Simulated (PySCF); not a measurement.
**VCl2: structure of the quartet**

Aim: relax VCl2 as a quartet from a bent start, check by its vibrations whether the end is a minimum, and collect its spectrum and constants.

The runs use PySCF 2.14.0; PBE0, basis V def2-SVP, Cl def2-SVP, no relativity, density fitting.

**1. Where the work starts**

3 atoms, charge 0, spin multiplicity 4.

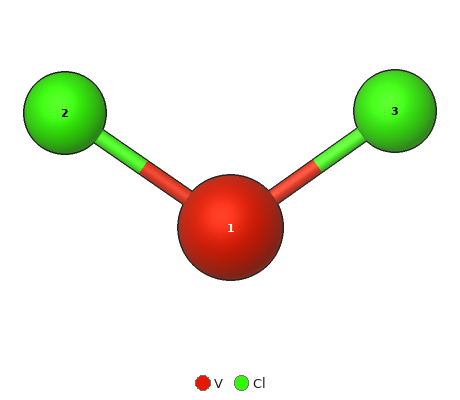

As it starts; vanadium red, chlorine green; atoms are numbered from 1 in the order of the file.

Z-matrix (Å, degrees; charge 0 multiplicity 4):
```
V
Cl 1 2.3300
Cl 1 2.3300 2 110.00
```

**2. The SCF at the typed geometry**

One driver script runs all steps and calls PySCF; scf.py shows how it sets up the SCF of each step. The optimiser is the driver's own. After this first run the driver tries any further starts and a stability analysis.

Contents of scf.py:

```python
from pyscf import gto, scf, dft
mol = gto.M(atom='''
V      0.000000     0.000000     0.000000
Cl     1.908600     0.000000     1.336400
Cl    -1.908600     0.000000     1.336400''',
    basis={'V': 'def2-SVP', 'Cl': 'def2-SVP'},
    charge=0, spin=3)
mf = dft.UKS(mol, xc='PBE0')
mf.grids.atom_grid = (50, 194)
aux = {'V': 'def2-universal-JKFIT', 'Cl': 'def2-universal-JKFIT'}
mf = mf.density_fit(auxbasis=aux)
mf.conv_tol = 1e-08
mf.diis_space = 10
mf.max_cycle = 60
mf.init_guess = 'minao'
mf.verbose = 4
mf.kernel()
```

Run with:

```console
$ OMP_NUM_THREADS=2 python axn.py task.json out
```

The program printed:

```text
init E= -1863.19772075048
[... the frontier-level lines of each cycle are left out ...]
cycle= 1 E= -1863.498569187  delta_E= -0.301  |g|= 0.253  |ddm|= 1.79
cycle= 2 E= -1863.51988290638  delta_E= -0.0213  |g|= 0.175  |ddm|= 0.509
cycle= 3 E= -1863.5321600156  delta_E= -0.0123  |g|= 0.0808  |ddm|= 0.251
cycle= 4 E= -1863.53592166186  delta_E= -0.00376  |g|= 0.0308  |ddm|= 0.117
cycle= 5 E= -1863.53679238063  delta_E= -0.000871  |g|= 0.00617  |ddm|= 0.0517
cycle= 6 E= -1863.53708500366  delta_E= -0.000293  |g|= 0.00606  |ddm|= 0.042
cycle= 7 E= -1863.53725413394  delta_E= -0.000169  |g|= 0.00616  |ddm|= 0.0236
cycle= 8 E= -1863.53674956052  delta_E= 0.000505  |g|= 0.0053  |ddm|= 0.077
cycle= 9 E= -1863.53601985806  delta_E= 0.00073  |g|= 0.00665  |ddm|= 0.222
cycle= 10 E= -1863.53601986946  delta_E= -1.14e-08  |g|= 0.00737  |ddm|= 0.00685
cycle= 11 E= -1863.53603708399  delta_E= -1.72e-05  |g|= 0.00129  |ddm|= 0.0413
cycle= 12 E= -1863.53603848645  delta_E= -1.4e-06  |g|= 0.000384  |ddm|= 0.00536
cycle= 13 E= -1863.53603872559  delta_E= -2.39e-07  |g|= 7.33e-05  |ddm|= 0.00155
cycle= 14 E= -1863.53603874115  delta_E= -1.56e-08  |g|= 5.68e-05  |ddm|= 0.000792
cycle= 15 E= -1863.53603874145  delta_E= -3.02e-10  |g|= 1.6e-05  |ddm|= 0.000628
Extra cycle  E= -1863.5360387413  delta_E= 1.43e-10  |g|= 2.6e-05  |ddm|= 5.67e-05
converged SCF energy = -1863.5360387413  <S^2> = 3.7868049  2S+1 = 4.0183603
```

This step, with its further starts and checks, took 11 s on 2 threads of Arm Neoverse V1, shared host.

The starts that the driver tried:

```csv
start,energy (Eh)
the minimal-basis guess,-1863.536039
a thermally smeared density,-1863.553107
a smeared PBE density,-1863.553107
```

This is not the lowest solution: one lies 47.1 kJ/mol lower, at -1863.55397 Eh, and the relaxation starts from that.

**3. Bent start, quartet: relaxation**

The program finds C2v symmetry in the start, which this walk keeps. The walk stops when the largest gradient is under 0.0003 Eh/bohr and the energy has settled too.

scf.py: that of step 2 with these lines changed.

```diff
@@ -3,3 +3,3 @@
-V      0.000000     0.000000     0.000000
-Cl     1.908600     0.000000     1.336400
-Cl    -1.908600     0.000000     1.336400''',
+V      0.000000     0.000000    -0.773192
+Cl     1.908600     0.000000     0.563208
+Cl    -1.908600     0.000000     0.563208''',
@@ -15 +14,0 @@
-mf.init_guess = 'minao'
```

Steps of the walk:

```csv
step,energy (Eh),change (kJ/mol),largest symmetric gradient (Eh/bohr)
0,-1863.553972,0.00,0.04460
1,-1863.564015,-26.37,0.02664
2,-1863.570370,-43.05,0.00584
3,-1863.573124,-50.28,0.00380
4,-1863.574946,-55.07,0.00819
5,-1863.575432,-56.34,0.00402
6,-1863.576045,-57.95,0.00173
7,-1863.576329,-58.70,0.00331
8,-1863.576444,-59.00,0.00123
9,-1863.576489,-59.12,0.00073
10,-1863.576496,-59.14,0.00021
11,-1863.576497,-59.14,0.00010
```

The walk took 21 s.

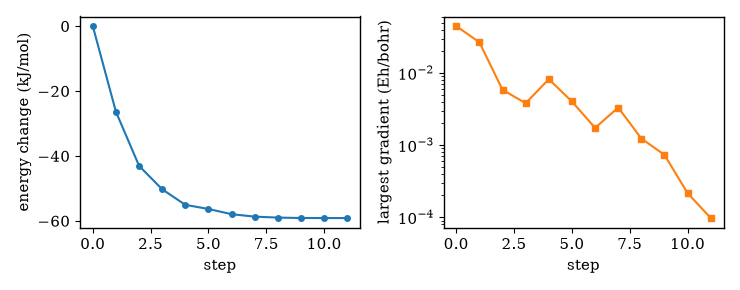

How energy and gradient fall.

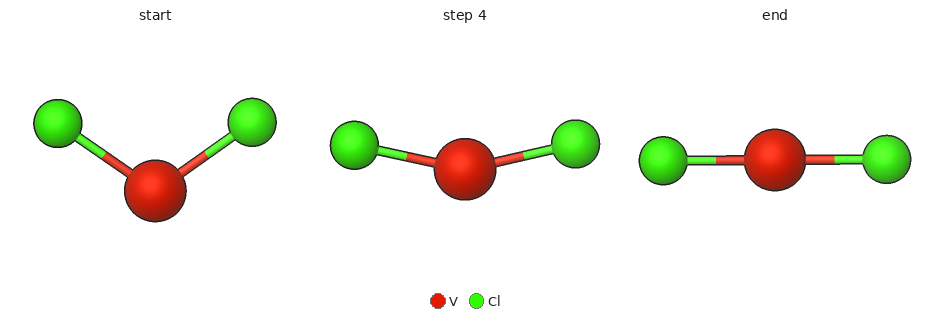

Start and end of the relaxation, with a step between.

After 11 steps and 59.1 kJ/mol it ends at D∞h: V–Cl 2.195 Å (×2); Cl–V–Cl 179.9°.

**4. Frequencies**

The point is checked on the finer grid, and tightened if its gradient asks for it. The Hessian and the dipole derivatives come from central differences of analytic gradients, with steps of 0.02 bohr.

scf.py: that of step 3 with these lines changed.

```diff
@@ -3,3 +3,3 @@
-V      0.000000     0.000000    -0.773192
-Cl     1.908600     0.000000     0.563208
-Cl    -1.908600     0.000000     0.563208''',
+V      0.000000     0.000000     0.000000
+Cl     2.194669    -0.000000     0.000000
+Cl    -2.194669     0.000000     0.000000''',
@@ -9 +9 @@
-mf.grids.atom_grid = (50, 194)
+mf.grids.atom_grid = (75, 302)
@@ -12 +12 @@
-mf.conv_tol = 1e-08
+mf.conv_tol = 1e-10
```

This SCF starts from the last density.

SCF at the final geometry:

```text
init E= -1863.57634269531
[... the frontier-level lines of each cycle are left out ...]
cycle= 1 E= -1863.57634269536  delta_E= -4.32e-11  |g|= 2.32e-06  |ddm|= 1.31e-05
Extra cycle  E= -1863.5763426954  delta_E= -4.32e-11  |g|= 2.26e-06  |ddm|= 1.25e-05
converged SCF energy = -1863.5763426954  <S^2> = 3.7741592  2S+1 = 4.0120614
```

The whole step took 22 s.

Geometry: D∞h; V–Cl 2.195 Å (×2); Cl–V–Cl 180.0°.

Modes, for the most abundant isotopes:

```tsv
ω (cm⁻¹)	IR (km/mol)
39	18.4
39	18.4
337	0.0
500	188
```

No imaginary mode, so this is a minimum.

The SCF density has lower symmetry than the nuclear frame, so the modes carry no labels; pairs that should be degenerate can split.

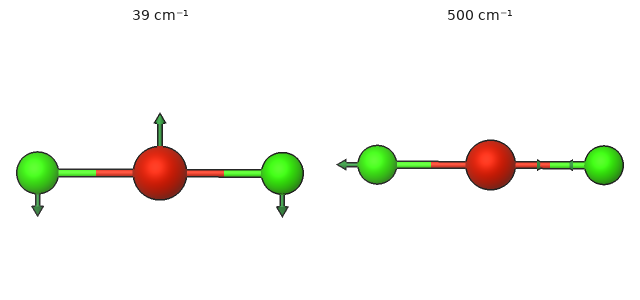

Displacements of 2 of the modes, as arrows (one member where a mode is degenerate).

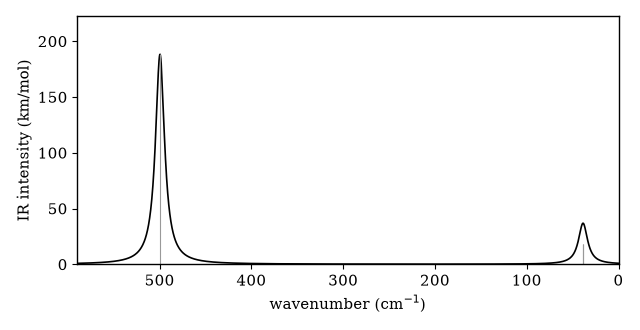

The harmonic infrared spectrum (widths in cm⁻¹). Lines are broadened to a width of 12 cm⁻¹ (Lorentzian).

Constants and moments:

```
Dipole moment                                                   : 0.00 D
Highest occupied level                                          : -7.23 eV
Lowest empty level                                              : -3.01 eV
Rotational constants                                            : 0.05004 cm⁻¹
Zero-point energy                                               : 5.5 kJ/mol
Principal polarisabilities                                      : 29.3, 29.3, 68.5 bohr³
Atomisation energy without zero-point energy                    : 905 kJ/mol
Principal traceless quadrupole moments about the centre of mass : -13.31, 6.65, 6.66 D Å
Entropy at 298.15 K and 1 bar (electronic part: spin only)      : 304.5 J/(mol K)
Heat capacity Cp at 298.15 K                                    : 57.6 J/(mol K)
Enthalpy at 298.15 K above 0 K                                  : 14.76 kJ/mol
Rotational symmetry number                                      : 2
Spin squared ⟨S²⟩                                               : 3.774
```

Populations by atom (charges in e):

```
 atom  Mulliken  Löwdin  polar tensor  spin (Mulliken)  Mayer order to V1
   V1      0.67    0.26          1.29             3.19                  –
Cl2,3     -0.34   -0.13         -0.65            -0.10               1.13
```

Outer orbital energies (eV). α occupied: -9.50, -9.48, -9.48, -9.05, -9.05, -7.78, -7.78, -7.23; empty: -3.01, -3.01, -0.34, 0.80. β occupied: -22.31, -22.01, -10.73, -9.53, -9.38, -9.38, -9.13, -9.13; empty: -2.19, -1.51, -1.51, -0.48.

Mulliken populations on V1: s 6.54, p 12.37, d 3.41, f 0.01.

**5. Summary of results**

```
                                          quantity                              value
                                           minimum                       quartet, D∞h
                                          geometry  V–Cl 2.195 Å (×2); Cl–V–Cl 180.0°
                                wavenumbers (cm⁻¹)                   39, 39, 337, 500
                                     dipole moment                             0.00 D
highest occupied, lowest empty level (either spin)                    -7.23, -3.01 eV
                         polar-tensor charge of V1                            +1.29 e
                                 zero-point energy                         5.5 kJ/mol
                               entropy at 298.15 K                    304.5 J/(mol K)
         atomisation energy (no zero-point energy)                         905 kJ/mol
                                              ⟨S²⟩                              3.774
```

From C2v at the start the molecule goes to a D∞h minimum. The strongest infrared band lies at 500 cm⁻¹ (stretch). The dipole vanishes although V1 carries +1.3 e by the polar tensor: the bond dipoles cancel. Most of the spin sits on V1 (Mulliken spin 3.19, against 3 for the whole molecule). The first SCF alone would have been 47 kJ/mol too high. Only this shape and spin were tried, so other structures or states may lie lower. The SCF density has lower symmetry than the nuclear frame. One determinant may miss the lowest occupation of an open d or f shell.

The search up to here took 54 s.
